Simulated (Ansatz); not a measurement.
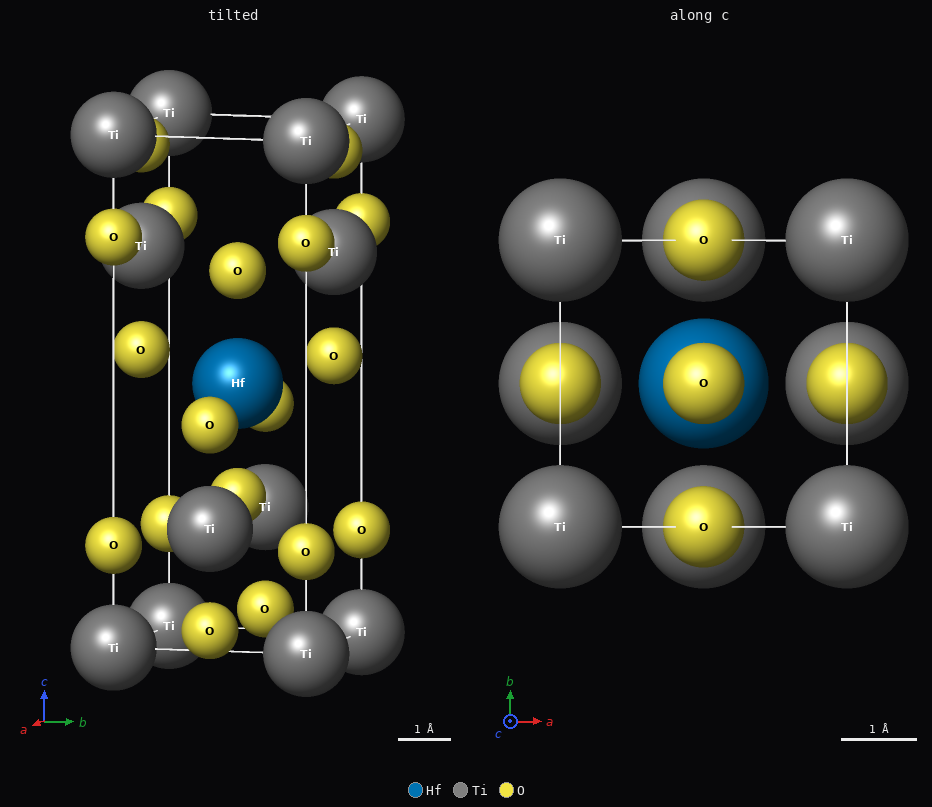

We look at a spheres-only model of the crystal slightly off an axis and along the c axis. The outline marks the conventional unit cell.

HfTi$_{3}$O$_{8}$, space group P-4m2 (No. 115), a = 3.858 Å, b = 3.858 Å, c = 9.937 Å, α = 90.00°, β = 90.00°, γ = 90.00°. Source of the structure: a structure type filled with these elements by a generator (whether the compound takes this form wasn't checked). Earlier steps of the study, as a rule a relaxation of our own, may have changed the cell and positions, so they can lie some per cent off the listed ones. It went into a calculation with Ansatz.

This one geometry was computed with Ansatz (DFT, plane waves, PAW) at three levels of theory: PBE, PBE+U (U_eff = 4.00 eV on Ti d) and r2SCAN.

Which level gives the highest pressure at this volume, and what does that say about its equilibrium volume?

Answer. Highest: PBE+U (U_eff = 4.00 eV on Ti d) (2.1 GPa), which points to the largest equilibrium volume. Lowest, with the smallest volume: r2SCAN (-4.6 GPa). Levels within 0.5 GPa of each other can't be told apart.

How does the band gap change with the level of theory?

Answer. PBE: a gap of 2.09 eV, indirect; r2SCAN: a gap of 2.45 eV, indirect; PBE+U (U_eff = 4.00 eV on Ti d): a gap of 2.57 eV, indirect.

Collect the results in a table.

Answer.
| level | cutoff (eV) | k-mesh of the run's cell | gap (eV) | pressure (GPa) |
| --- | --- | --- | --- | --- |
| PBE | 420 | 8×8×4 | 2.09 | 0.0 |
| PBE+U (U_eff = 4.00 eV on Ti d) | 420 | 8×8×4 | 2.57 | 2.1 |
| r2SCAN | 500 | 8×8×4 | 2.45 | -4.6 |

Gaps are taken on the k-mesh or band path of each run.
